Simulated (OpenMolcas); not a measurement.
Geometry relaxation, with input and output: BCl$_{2}$ (charge +1) (part 2 of 4)

BCl$_{2}$, charge +1; B3LYP/6-31G*, RKS (OpenMolcas 26.06). The run did not end well. The geometry comes from this level: PBE0-D4/def2-TZVP. The run did not end well; see the last part.

Geometry of the input (Å):
```
Cl -1.2679  0.7857  -0.6053
B  0.0000  0.0000  0.0000
Cl 1.2679  -0.7857  0.6053
```

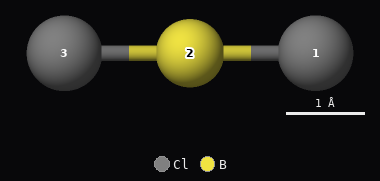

The input geometry (ball-and-stick view, seen at an oblique angle; atoms are numbered from 1 in the order of the input).

Log, continued
```
**********************************************************************************************************************
*                                    Energy Statistics for Geometry Optimization                                     *
**********************************************************************************************************************
                       Energy     Grad      Grad              Step                 Estimated   Geom       Hessian
Iter      Energy       Change     Norm      Max    Element    Max     Element     Final Energy Update Update   Index
  1   -944.97122457  0.00000000 0.012638  0.012638 nrc002   0.010780  nrc002     -944.97129269 RS-RFO  None      0

       +----------------------------------+----------------------------------+
       +    Cartesian Displacements       +    Gradient in internals         +
       +  Value      Threshold Converged? +  Value      Threshold Converged? +
 +-----+----------------------------------+----------------------------------+
 + RMS + 6.2237E-03  1.2000E-03     No    + 7.2966E-03  3.0000E-04     No    +
 +-----+----------------------------------+----------------------------------+
 + Max + 7.6227E-03  1.8000E-03     No    + 1.2638E-02  4.5000E-04     No    +
 +-----+----------------------------------+----------------------------------+

 Convergence not reached yet!

*****************************************************************************************************************
*****************************************************************************************************************

++ Geometry section

********************************************************************************
  Geometrical information of the new structure
********************************************************************************

 *********************************************************
 * Nuclear coordinates for the next iteration / bohr     *
 *********************************************************
  ATOM              X               Y               Z
  CL1             -2.402023        1.488444       -1.146717
  B2               0.000015        0.000030       -0.000001
  CL3              2.402008       -1.488474        1.146699

 *********************************************************
 * Nuclear coordinates for the next iteration / angstrom *
 *********************************************************
  ATOM              X               Y               Z
  CL1             -1.271096        0.787651       -0.606816
  B2               0.000008        0.000016       -0.000001
  CL3              1.271088       -0.787667        0.606807

                    ***************************************
                    *    InterNuclear Distances / bohr    *
                    ***************************************

               1 CL1           2 B2            3 CL3
    1 CL1      0.000000
    2 B2       3.049611        0.000000
    3 CL3      6.099223        3.049612        0.000000

                    *******************************************
                    *    InterNuclear Distances / angstrom    *
                    *******************************************

               1 CL1           2 B2            3 CL3
    1 CL1      0.000000
    2 B2       1.613784        0.000000
    3 CL3      3.227570        1.613785        0.000000
--
--- Stop Module: slapaf /rc=_RC_CONTINUE_LOOP_ ---

>>> END DO

--- Start Module: seward ---
--- Stop Module: seward /rc=_RC_ALL_IS_WELL_ ---

--- Start Module: scf ---
--- Stop Module: scf /rc=_RC_ALL_IS_WELL_ ---

--- Start Module: slapaf ---
--- Stop Module: slapaf /rc=_RC_INVOKED_OTHER_MODULE_ ---

--- Start Module: alaska ---
 Rotational correction to the DFT gradient is turned off due to close-to-degeneracy problems!
--- Stop Module: alaska /rc=_RC_ALL_IS_WELL_ ---

--- Start Module: slapaf ---

**********************************************************************************************************************
*                                    Energy Statistics for Geometry Optimization                                     *
**********************************************************************************************************************
                       Energy     Grad      Grad              Step                 Estimated   Geom       Hessian
Iter      Energy       Change     Norm      Max    Element    Max     Element     Final Energy Update Update   Index
  1   -944.97122457  0.00000000 0.012638  0.012638 nrc002   0.010780  nrc002     -944.97129269 RS-RFO  None      0
  2   -944.97133503 -0.00011046 0.007872  0.007872 nrc002   0.018303  nrc002     -944.97140664 RS-RFO  BFGS      0

       +----------------------------------+----------------------------------+
       +    Cartesian Displacements       +    Gradient in internals         +
       +  Value      Threshold Converged? +  Value      Threshold Converged? +
 +-----+----------------------------------+----------------------------------+
 + RMS + 1.0567E-02  1.2000E-03     No    + 5.5661E-03  3.0000E-04     No    +
 +-----+----------------------------------+----------------------------------+
 + Max + 1.2942E-02  1.8000E-03     No    + 7.8716E-03  4.5000E-04     No    +
 +-----+----------------------------------+----------------------------------+

 Convergence not reached yet!

*****************************************************************************************************************
*****************************************************************************************************************

++ Geometry section

********************************************************************************
  Geometrical information of the new structure
********************************************************************************

 *********************************************************
 * Nuclear coordinates for the next iteration / bohr     *
 *********************************************************
  ATOM              X               Y               Z
  CL1             -2.412213        1.494770       -1.151582
  B2               0.000007        0.000012       -0.000004
  CL3              2.412206       -1.494782        1.151567

 *********************************************************
 * Nuclear coordinates for the next iteration / angstrom *
 *********************************************************
  ATOM              X               Y               Z
  CL1             -1.276488        0.790998       -0.609391
  B2               0.000004        0.000007       -0.000002
  CL3              1.276484       -0.791005        0.609383

--
--- Stop Module: slapaf /rc=_RC_CONTINUE_LOOP_ ---

>>> END DO

--- Start Module: seward ---
--- Stop Module: seward /rc=_RC_ALL_IS_WELL_ ---

--- Start Module: scf ---
--- Stop Module: scf /rc=_RC_ALL_IS_WELL_ ---

--- Start Module: slapaf ---
--- Stop Module: slapaf /rc=_RC_INVOKED_OTHER_MODULE_ ---

--- Start Module: alaska ---
 Rotational correction to the DFT gradient is turned off due to close-to-degeneracy problems!
--- Stop Module: alaska /rc=_RC_ALL_IS_WELL_ ---

--- Start Module: slapaf ---

**********************************************************************************************************************
*                                    Energy Statistics for Geometry Optimization                                     *
**********************************************************************************************************************
                       Energy     Grad      Grad              Step                 Estimated   Geom       Hessian
Iter      Energy       Change     Norm      Max    Element    Max     Element     Final Energy Update Update   Index
  1   -944.97122457  0.00000000 0.012638  0.012638 nrc002   0.010780  nrc002     -944.97129269 RS-RFO  None      0
  2   -944.97133503 -0.00011046 0.007872  0.007872 nrc002   0.018303  nrc002     -944.97140664 RS-RFO  BFGS      0
  3   -944.97140671 -0.00007168 0.000008  0.000008 nrc002   0.000018  nrc002     -944.97140671 RS-RFO  BFGS      0

       +----------------------------------+----------------------------------+
       +    Cartesian Displacements       +    Gradient in internals         +
       +  Value      Threshold Converged? +  Value      Threshold Converged? +
 +-----+----------------------------------+----------------------------------+
 + RMS + 1.0698E-05  1.2000E-03     Yes   + 5.4392E-06  3.0000E-04     Yes   +
 +-----+----------------------------------+----------------------------------+
 + Max + 1.2946E-05  1.8000E-03     Yes   + 7.6426E-06  4.5000E-04     Yes   +
 +-----+----------------------------------+----------------------------------+

 Geometry is converged in   3 iterations to a Minimum Structure

*****************************************************************************************************************
*****************************************************************************************************************

++ Geometry section

********************************************************************************
  Geometrical information of the final structure
********************************************************************************

  NOTE: on convergence the final predicted structure will be printed here.
  This is not identical to the structure printed in the head of the output.

 *********************************************************
 * Nuclear coordinates of the final structure / bohr     *
 *********************************************************
  ATOM              X               Y               Z
  CL1             -2.412222        1.494777       -1.151586
  B2               0.000005        0.000010       -0.000005
  CL3              2.412217       -1.494787        1.151572

 *********************************************************
 * Nuclear coordinates of the final structure / angstrom *
 *********************************************************
  ATOM              X               Y               Z
  CL1             -1.276493        0.791002       -0.609393
  B2               0.000003        0.000005       -0.000002
  CL3              1.276490       -0.791007        0.609386

                    ***************************************
                    *    InterNuclear Distances / bohr    *
                    ***************************************

               1 CL1           2 B2            3 CL3
    1 CL1      0.000000
    2 B2       3.062566        0.000000
    3 CL3      6.125132        3.062566        0.000000

                    *******************************************
                    *    InterNuclear Distances / angstrom    *
                    *******************************************

               1 CL1           2 B2            3 CL3
    1 CL1      0.000000
    2 B2       1.620640        0.000000
    3 CL3      3.241280        1.620640        0.000000
--
--- Stop Module: slapaf /rc=_RC_INVOKED_OTHER_MODULE_ ---

--- Start Module: last_energy ---

                                            &LAST_ENERGY

                       available to each process: 1.9 GB of memory, 1 thread

    Geometry read from RUNFILE

               SEWARD will generate:
                  Multipole Moment integrals up to order  2
                  Kinetic Energy integrals
                  Nuclear Attraction integrals (point charge)
                  One-Electron Hamiltonian integrals
                  Velocity integrals
                  Orbital angular momentum around ( -0.0000  -0.0000  -0.0000 )
                  Velocity quadrupole around ( -0.0000  -0.0000  -0.0000 )
                  Two-Electron Repulsion integrals

                   Integrals are discarded if absolute value <: 1.00E-14
                   Integral cutoff threshold is set to       <: 1.00E-16

            Nuclear Potential Energy            102.69165989 au

      Basis set specifications :
      Symmetry species         a
      Basis functions           53

 ###############################################################################
 ###     Minimized-density-differences option turned off!                    ###
 ###############################################################################
++    Input section:
      --------------

      Header of the integral files:

      Cartesian coordinates in angstrom:
      -----------------------------------------------------
      No.  Label        X            Y            Z
      -----------------------------------------------------
       1   CL1       -1.27649299   0.79100211  -0.60939323
       2   B2         0.00000278   0.00000512  -0.00000238
       3   CL3        1.27649021  -0.79100723   0.60938561
      -----------------------------------------------------
      Nuclear repulsion energy =  102.69165989
--

++    Orbital specifications:
      -----------------------

      Symmetry species               1
                                     a
      Frozen orbitals                0
      Occupied orbitals             19
      Secondary orbitals            34
      Deleted orbitals               0
      Total number of orbitals      53
      Number of basis functions     53
--

      Molecular charge                           1.000

      Numerical integration parameters
      --------------------------------
      Radial quadrature type:                         MHL
      Size of radial grid:                            75
      Lebedev angular grid:                           29
      Angular grid pruned with the crowding factor:  3.00E+00
                                 and fading factor:  6.00E+00
      Screening threshold for integral computation:   1.00E-11
      Radial quadrature accuracy:                     1.00E-25
      Maximum batch size:                             128
      AO values are stored on disk
      The same grid will be used for all iterations.

      DFT functional specifications
      -----------------------------
      Using Libxc version: 6.2.2
      Please cite the following reference:
      S. Lehtola, C. Steigemann, M. J.T. Oliveira, and M. A.L. Marques.,  SoftwareX 7, 1–5 (2018) doi:10.1016/j.softx.2017.11.002

      * B3LYP

++    Optimization specifications:
      ----------------------------
```
